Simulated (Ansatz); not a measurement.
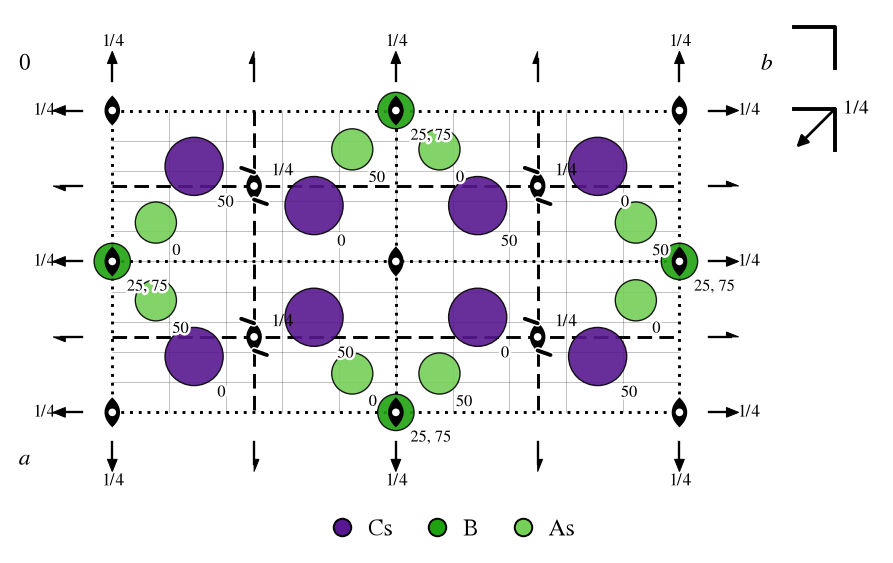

Plan of a unit cell projected along c (a down the page, b across); the numbers are heights in hundredths of c, and atoms on the cell's edges are repeated. The grid marks tenths of a and b. The symmetry elements are drawn over the atoms. Symbols follow the International Tables: origin at the upper left, the third axis towards the viewer; heavy, dashed, dotted, dash-dotted and dash-dot-dot lines are mirror, in-plane glide, out-of-plane glide, diagonal (n; with arrows d) and double (e) glide planes seen edge on; arrows at the rim are 2 (full head) and 2₁ (half head) axes in the plane; the corner sign is a plane parallel to the page; fractions are heights. Handed screw axes carry their printed symbol instead of tails. Source: coordinates from a relaxation with Ansatz 0.2.0, DFT, PAW plane waves, pbe; the starting structure was generated, so it need not be a known form of this composition. The drawing is computed from the coordinates (standard cell, symmetry found to 0.002 Å).

a = 7.706 Å, b = 14.480 Å, c = 6.137 Å, α = 90.00°, β = 90.00°, γ = 90.00°.

> What does the cell contain?

8 Cs, 4 B, 8 As: Cs2BAs2, Z = 4.

> Which space group?

Ibam, No. 72, body-centred orthorhombic.

> Give the independent sites, coordinates to two places.

```csv
atom,site,symmetry,x,y,z
Cs,8j,..m,0.19,0.14,0.50
B,4b,222,0.50,0.00,0.25
As,8j,..m,0.13,0.42,0.50
```
